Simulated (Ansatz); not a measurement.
**wB97M-V/def2-SVP run of C4H6S (2,3-dihydrothiophene)**

What is the vertical singlet–triplet gap of C4H6S (2,3-dihydrothiophene) at wB97M-V/def2-SVP? 

The calculation is run with Ansatz 0.2.0.

49 further runs of the same task are left out: 49 set aside as unsound or not needed.

### Step 1. The molecule

C4H6S: 11 atoms, total charge 0, spin state singlet. SMILES: `C1=CSCC1`. The coordinates come from a PBE0-D4/def2-TZVP relaxation. This is one conformer, not always the lowest.

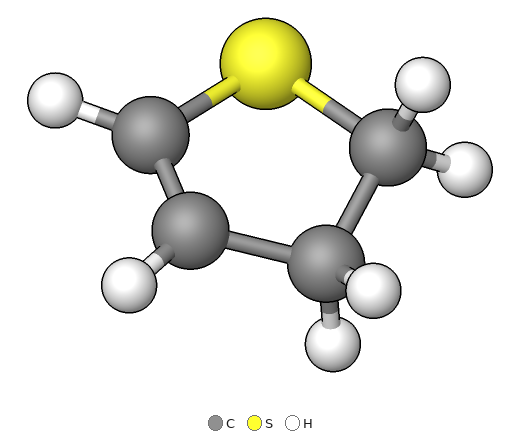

The structure, seen from a chosen angle (carbon grey, sulfur yellow, hydrogen white).

### Step 2. A single-point energy at wB97M-V/def2-SVP

The input, job.yaml:

```yaml
crystal:
  periodic: [false, false, false]
  atoms:
    - {symbol: C, position_ang: [0.280500, 1.058200, -0.374100]}
    - {symbol: C, position_ang: [1.266700, 0.759000, 0.465700]}
    - {symbol: S, position_ang: [1.220700, -0.865500, 1.112000]}
    - {symbol: C, position_ang: [-0.478300, -1.076400, 0.485100]}
    - {symbol: C, position_ang: [-0.649000, -0.083500, -0.663200]}
    - {symbol: H, position_ang: [0.197200, 2.015800, -0.873100]}
    - {symbol: H, position_ang: [2.082600, 1.409500, 0.751800]}
    - {symbol: H, position_ang: [-0.623300, -2.113100, 0.183800]}
    - {symbol: H, position_ang: [-1.164400, -0.846900, 1.303500]}
    - {symbol: H, position_ang: [-0.374400, -0.543900, -1.622300]}
    - {symbol: H, position_ang: [-1.692700, 0.229900, -0.748800]}
basis:
  gaussian: {orbitals: def2-SVP}
hamiltonian: {xc: {name: wB97M-V}}
accuracy: high
output: {orbitals: {seedname: orbitals}}
```

Launch:

```bash
$ ansatz run job.yaml --threads 1 --pin off --max-ram 3480MiB --events-out events.jsonl --progress --plain --runs-dir runs
```

The log of the run:

```text
Warning: RAYON_NUM_THREADS=1 ignored (pool sized by the plan → 1); use --threads N
Functional definition: wB97M-V
  name "wB97M-V"
  parameter omega = 0.3/bohr
  parameter cx = 0.15
  parameter cx01 = 1.007
  parameter cx10 = 0.259
  parameter css00 = 0.443
  parameter css04 = -1.437
  parameter css10 = -4.535
  parameter css20 = -3.390
  parameter css43 = 4.278
  parameter cos00 = 1.000
  parameter cos10 = 1.358
  parameter cos20 = 2.924
  parameter cos21 = -8.812
  parameter cos60 = -1.390
  parameter cos61 = 9.142
  parameter b = 6.0
  parameter c = 0.01
  gx(w, u) = 1 - cx + cx01*u + cx10*w
  gss(w, u) = css00 + css04*u^4 + css10*w + css20*w^2 + css43*w^4*u^3
  gos(w, u) = cos00 + cos10*w + (cos20 + cos21*u)*w^2 + (cos60 + cos61*u)*w^6
  exchange = spin_sum(e_x_unif_sr(omega)*gx(b97_w, b97_u_x)) + cx*exact_x_sr(omega) + exact_x_lr(omega)
  correlation = spin_sum(e_c_pw_mod_same_spin*gss(b97_w, b97_u_same))
      + integral(e_c_pw_mod_opposite_spin*gos(b97_w_opposite, b97_u_opposite)) + vv10(b, c)
2524 factors; integrals over basis functions are off by at most 3.9e-9 eV
387 factors; integrals over basis functions are off by at most 2.5e-9 eV
mean field evaluation 1: about -15068.1496 eV, gradient 3.4e1 eV
mean field evaluation 2: about -15069.1543 eV, gradient 2.9e1 eV
mean field evaluation 4: about -15071.2200 eV, gradient 1.5e0 eV
mean field evaluation 8: about -15071.4039 eV, gradient 5.4e-2 eV
mean field evaluation 16: about -15071.4039 eV, gradient 7.5e-5 eV
mean field -15071.40390187 eV, -553.8638776292 hartree, gradient 4.5e-8 eV, S^2 0.000000; 0 other end points of the search recorded, 0 dependent functions left out
reference -15071.40390611 eV, -553.8638777849 hartree; 23, 23 occupied and 81, 81 virtual orbitals, 2524 factors
Total energy: -15071.40390611 eV, -553.8638777849 hartree
```

It took 36 s on 1 thread of Intel Xeon 6975P-C (Granite Rapids), shared host; peak memory 0.72 GiB.

### Step 3. The triplet, same level

The input, in.yaml:

```yaml
crystal:
  periodic: [false, false, false]
  atoms:
    - {symbol: C, position_ang: [0.280500, 1.058200, -0.374100]}
    - {symbol: C, position_ang: [1.266700, 0.759000, 0.465700]}
    - {symbol: S, position_ang: [1.220700, -0.865500, 1.112000]}
    - {symbol: C, position_ang: [-0.478300, -1.076400, 0.485100]}
    - {symbol: C, position_ang: [-0.649000, -0.083500, -0.663200]}
    - {symbol: H, position_ang: [0.197200, 2.015800, -0.873100]}
    - {symbol: H, position_ang: [2.082600, 1.409500, 0.751800]}
    - {symbol: H, position_ang: [-0.623300, -2.113100, 0.183800]}
    - {symbol: H, position_ang: [-1.164400, -0.846900, 1.303500]}
    - {symbol: H, position_ang: [-0.374400, -0.543900, -1.622300]}
    - {symbol: H, position_ang: [-1.692700, 0.229900, -0.748800]}
basis:
  gaussian: {orbitals: def2-SVP}
magnetization: {spin_polarized: true, initial_magnetization: 2}
hamiltonian: {xc: {name: wB97M-V}}
accuracy: high
output: {orbitals: {seedname: orbitals}}
```

Launch:

```bash
$ ansatz run in.yaml --threads 1 --pin off --max-ram 3480MiB --events-out events.jsonl --progress --plain --runs-dir runs
```

The log of the run, cut to the lines that bear on the results:

```text
Warning: RAYON_NUM_THREADS=1 ignored (pool sized by the plan → 1); use --threads N
Functional definition: wB97M-V
  name "wB97M-V"
[...]
  gx(w, u) = 1 - cx + cx01*u + cx10*w
  gss(w, u) = css00 + css04*u^4 + css10*w + css20*w^2 + css43*w^4*u^3
  gos(w, u) = cos00 + cos10*w + (cos20 + cos21*u)*w^2 + (cos60 + cos61*u)*w^6
[...]
      + integral(e_c_pw_mod_opposite_spin*gos(b97_w_opposite, b97_u_opposite)) + vv10(b, c)
2524 factors; integrals over basis functions are off by at most 3.9e-9 eV
387 factors; integrals over basis functions are off by at most 2.5e-9 eV
[...]
mean field -15067.50008069 eV, -553.7204148471 hartree, gradient 6.5e-8 eV, S^2 2.005966; 0 other end points of the search recorded, 0 dependent functions left out
reference -15067.50008488 eV, -553.7204150009 hartree; 24, 22 occupied and 80, 82 virtual orbitals, 2524 factors
Total energy: -15067.50008488 eV, -553.7204150009 hartree
```

It took 71 s on 1 thread of Intel Xeon 6975P-C (Granite Rapids), shared host; peak memory 1.3 GiB.

### Step 4. Summary of results

Level: wB97M-V/def2-SVP.

| quantity | value |
| --- | --- |
| singlet: total energy | -553.86388 Eh |
| singlet: HOMO energy | -7.86 eV |
| singlet: LUMO energy | 2.63 eV |
| singlet: HOMO–LUMO gap | 10.49 eV |
| triplet: total energy | -553.72042 Eh |
| triplet: HOMO energy (highest over α and β) | -4.34 eV |
| triplet: LUMO energy (lowest over α and β) | -1.21 eV |
| triplet: ⟨S²⟩ | 2.006 |
| vertical energy of the triplet above the singlet | 3.904 eV |

**Reading.** At this shape the triplet lies 3.90 eV (377 kJ/mol) above the singlet.
